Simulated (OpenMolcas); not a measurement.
Single-point calculation, with input and output: WCl₄O (part 1 of 3)

- system: WCl₄O
- method: CASPT2/def2-SVP (OpenMolcas 26.06)

A bond length was changed on purpose from its optimised value.

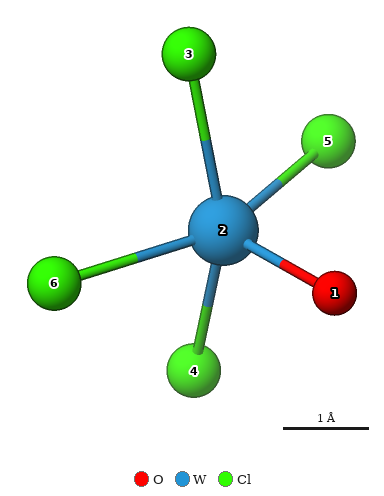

Fig. 1: The structure (ball-and-stick view, seen at a tilt; atoms are numbered from 1 in the order of the input). Sticks mark near contacts.

**Input file**
```
>>> EXPORT MOLCAS_PRINT=2

&GATEWAY
 BasLib=$CurrDir
 Coord
 6
 bohr
 O     -0.02169595    -3.77171382     0.40263450
 W     -0.00096376    -0.16831791     0.01797130
 Cl     3.61935465     1.07321326     2.02633443
 Cl    -3.60939580     0.66234901    -2.21160318
 Cl     2.13384095     0.47139218    -3.68543837
 Cl    -2.12386319     1.26301735     3.50028301
 Basis=def2-SVP
 Group=NoSym
 RICD

&SEWARD

&RASSCF
 FileOrb=$CurrDir/step2.RasOrb
 Spin=1
 Nactel=6 0 0
 Inactive=42
 Ras2=5
 OrbListing=Few
 OrbAppear=Compact

&CASPT2
 IPEA=0
 Imaginary=0.1
 Frozen=21
```

Hardware: 1 thread of Arm Neoverse V2, 24 GiB of memory available, shared host.

Launch command:
```bash
export MOLCAS_MEM=1860
pymolcas step4.input > step4.log
```

**The program's output**
```
--- Start Module: gateway ---

                                              &GATEWAY

                       available to each process: 1.9 GB of memory, 1 thread

 Basis Set     1 Label: O.DEF2-SVP
 Basis set is read from library:.
 basistype.tbl is not found

 Basis Set     2 Label: W.DEF2-SVP
 Basis set is read from library:.
 basistype.tbl is not found

 Basis Set     3 Label: CL.DEF2-SVP
 Basis set is read from library:.
 basistype.tbl is not found

++    Symmetry information:
      ---------------------

                    Character Table for C1

                             E
                    a        1  x, y, xy, Rz, z, xz, Ry, yz, Rx, I
--

++    Basis set information:
      ----------------------

      Basis set label: O.DEF2-SVP.........

      Electronic valence basis set:
      ------------------
      Associated Effective Charge   8.000000 au
      Associated Actual Charge      8.000000 au
      Nuclear Model: Point charge

      Shell  nPrim  nBasis  Cartesian Spherical Contaminant
         s       7       3        X
         p       4       2        X
         d       1       1                 X

      Basis set label: W.DEF2-SVP....ECP.....

      Electronic valence basis set:
      ------------------
      Associated Effective Charge  14.000000 au
      Associated Actual Charge     74.000000 au
      Nuclear Model: Point charge

      Shell  nPrim  nBasis  Cartesian Spherical Contaminant
         s       7       6        X
         p       6       3        X
         d       5       2                 X
         f       1       1                 X

      Pseudo Potential specification:
      =======================================

      Number of Core Electrons:  60

      Potential  nTerms
           H       1
         s-H       3
         p-H       3
         d-H       3

      Effective Core Potential specification:
      =======================================

      Basis set label: CL.DEF2-SVP.........

      Electronic valence basis set:
      ------------------
      Associated Effective Charge  17.000000 au
      Associated Actual Charge     17.000000 au
      Nuclear Model: Point charge

      Shell  nPrim  nBasis  Cartesian Spherical Contaminant
         s      10       4        X
         p       7       3        X
         d       1       1                 X
--

++    Molecular structure info:
      -------------------------

                    ************************************************
                    **** Cartesian Coordinates / bohr, angstrom ****
                    ************************************************

     Center  Label                x              y              z                     x              y              z
        1      O1              -0.021696      -3.771714       0.402635             -0.011481      -1.995905       0.213065
        2      W2              -0.000964      -0.168318       0.017971             -0.000510      -0.089070       0.009510
        3      CL3              3.619355       1.073213       2.026334              1.915280       0.567920       1.072290
        4      CL4             -3.609396       0.662349      -2.211603             -1.910010       0.350500      -1.170330
        5      CL5              2.133841       0.471392      -3.685438              1.129180       0.249450      -1.950250
        6      CL6             -2.123863       1.263017       3.500283             -1.123900       0.668360       1.852270

                    ***************************************
                    *    InterNuclear Distances / bohr    *
                    ***************************************

               1 O1            2 W2            3 CL3           4 CL4           5 CL5           6 CL6
    1 O1       0.000000
    2 W2       3.623928        0.000000
    3 CL3      6.274310        4.322225        0.000000
    4 CL4      6.274292        4.322244        8.389503        0.000000
    5 CL5      6.273964        4.322252        5.932393        5.932404        0.000000
    6 CL6      6.273998        4.322258        5.932377        5.932390        8.389834        0.000000

                    *******************************************
                    *    InterNuclear Distances / angstrom    *
                    *******************************************

               1 O1            2 W2            3 CL3           4 CL4           5 CL5           6 CL6
    1 O1       0.000000
    2 W2       1.917700        0.000000
    3 CL3      3.320222        2.287223        0.000000
    4 CL4      3.320212        2.287233        4.439534        0.000000
    5 CL5      3.320039        2.287237        3.139287        3.139293        0.000000
    6 CL6      3.320057        2.287241        3.139279        3.139286        4.439709        0.000000
--

            Nuclear Potential Energy            601.62336210 au

--- Stop Module: gateway /rc=_RC_ALL_IS_WELL_ ---

--- Start Module: seward ---

                                              &SEWARD

                       available to each process: 1.9 GB of memory, 1 thread

               SEWARD will generate:
                  Multipole Moment integrals up to order  2
                  Kinetic Energy integrals
                  Nuclear Attraction integrals (point charge)
                  One-Electron Hamiltonian integrals modified with ECP contributions
                  Velocity integrals
                  Pseudo Potential integrals
                  Orbital angular momentum around (  0.0005   0.0884  -0.0094 )
                  Velocity quadrupole around (  0.0005   0.0884  -0.0094 )
                  RI decomposed two-electron repulsion integrals stored Cholesky style
                   - acCD auxiliary basis
                   - CD Threshold:   1.00E-04

                   Integrals are discarded if absolute value <: 1.00E-14
                   Integral cutoff threshold is set to       <: 1.00E-16

            Nuclear Potential Energy            601.62336210 au

      Basis set specifications :
      Symmetry species         a
      Basis functions          118

--- Stop Module: seward /rc=_RC_ALL_IS_WELL_ ---
--- Module seward spent 1 second ---

--- Start Module: rasscf ---

                                              &RASSCF

                       available to each process: 1.9 GB of memory, 1 thread

      Header of the ONEINT file:
      --------------------------

      OrdInt status: non-squared

      Cartesian coordinates in angstrom:
      -----------------------------------------------------
      No.  Label        X            Y            Z
      -----------------------------------------------------
       1   O1        -0.01148100  -1.99590500   0.21306500
       2   W2        -0.00051000  -0.08907000   0.00951000
       3   CL3        1.91528000   0.56792000   1.07229000
       4   CL4       -1.91001000   0.35050000  -1.17033000
       5   CL5        1.12918000   0.24945000  -1.95025000
       6   CL6       -1.12390000   0.66836000   1.85227000
      -----------------------------------------------------
      Nuclear repulsion energy =  601.62336210

++    Wave function specifications:
      -----------------------------

      Number of closed shell electrons          84
      Number of electrons in active shells       6
      Max number of holes in RAS1 space          0
      Max nr of electrons in RAS3 space          0
      Number of inactive orbitals               42
      Number of active orbitals                  5
      Number of secondary orbitals              71
      Spin quantum number                      0.0
      State symmetry                             1
--

++    Orbital specifications:
      -----------------------

      Symmetry species                           1
                                                 a
      Frozen orbitals                            0
      Inactive orbitals                         42
      Active orbitals                            5
      RAS1 orbitals                              0
      RAS2 orbitals                              5
      RAS3 orbitals                              0
      Secondary orbitals                        71
      Deleted orbitals                           0
      Number of basis functions                118
--

++    CI expansion specifications:
      ----------------------------

      Number of CSFs                            50
      Number of spin combinations               55
      Number of determinants                   100
      Number of root(s) required                 1
      Root chosen for geometry opt.              1
      CI root used                               1

      highest root included in the CI            1
      max. size of the explicit Hamiltonian     50
--

++    Optimization specifications:
      ----------------------------

      RASSCF algorithm: LK RI/DF
      Maximum number of macro iterations       200
      Maximum number of SX iterations          100
      Threshold for RASSCF energy            1.000E-08
      Threshold for max MO rotation          1.000E-01
      Threshold for max BLB element          1.000E-04
      Level shift parameter                  5.000E-01
      Make Quasi-Newton update
--

      The MO-coefficients are taken from the file:
      step2.RasOrb
      Title: RASSCF average (pseudo-natural) orbitals

      Total molecular charge    0.00

      ************************************************************************************************************************
      *                                            Wave function control section                                             *
      ************************************************************************************************************************

                                         RASSCF iterations: Energy and convergence statistics
                                         ----------------------------------------------------

          iter iter root      energy       change     param      element    value   shift minimum  type update hh:mm:ss
 Nr of preliminary CI iterations:   1
      Total energies have been shifted. Add                -1000.00 au
        1   1    4    1  -978.75662290    0.00E+00   3.01E-05   32  50 1 -8.90E-06   0.20   0.00    SX    NO    0:00:00
        2   1    4    1  -978.75662290   -6.68E-10  -1.58E-05   44  48 1  3.86E-06   0.20   0.00    SX    NO    0:00:00
        3   1    4    1  -978.75662290   -3.64E-10   1.30E-05   32  50 1 -4.50E-06   0.20   0.00    SX    NO    0:00:00
        4   1    3    1  -978.75662290   -1.73E-10   1.09E-05   44  48 1  3.22E-06   0.20   0.00    SX    NO    0:00:00
      Convergence after  4 iterations
        5   1    3    1  -978.75662290   -2.17E-10   1.09E-05   33  49 1 -3.71E-06   0.20   0.00    SX    NO    0:00:00

      ************************************************************************************************************************
                                                      Wave function printout:
                       occupation of active orbitals, and spin coupling of open shells (u,d: Spin up or down)
      ************************************************************************************************************************

      Note: transformation to natural orbitals
      has been made, which may change the order of the CSFs.

      printout of CI-coefficients larger than  0.05 for root  1
      energy=   -1978.756623
      conf/sym  11111     Coeff  Weight
             1  22200  -0.93128 0.86728
             3  22020   0.07701 0.00593
            26  20202   0.34578 0.11956

      Natural orbitals and occupation numbers for root  1
      sym 1:   1.994793   1.757668   1.979573   0.020120   0.247846

      ************************************************************************************************************************
      *                                                    Final results                                                     *
      ************************************************************************************************************************

++    Final optimization conditions:
      ------------------------------

      Average CI energy                           -1978.75662290
      RASSCF energy for state  1                  -1978.75662290
      Super-CI energy                                -0.00000000
      RASSCF energy change                           -0.00000000
      Max change in MO coefficients              -2.132E-05
      Max non-diagonal density matrix element     1.087E-05
      Maximum BLB matrix element                 -3.710E-06
      (orbital pair  33,  49 in symmetry   1)
      Norm of electronic gradient            9.433E-06
--

      Final state energy(ies):
      ------------------------

::    RASSCF root number  1 Total energy:  -1978.75662290

++    Molecular orbitals:
      -------------------

      Pseudonatural active orbitals and approximate occupation numbers

      MOLECULAR ORBITALS FOR SYMMETRY SPECIES 1: a
```
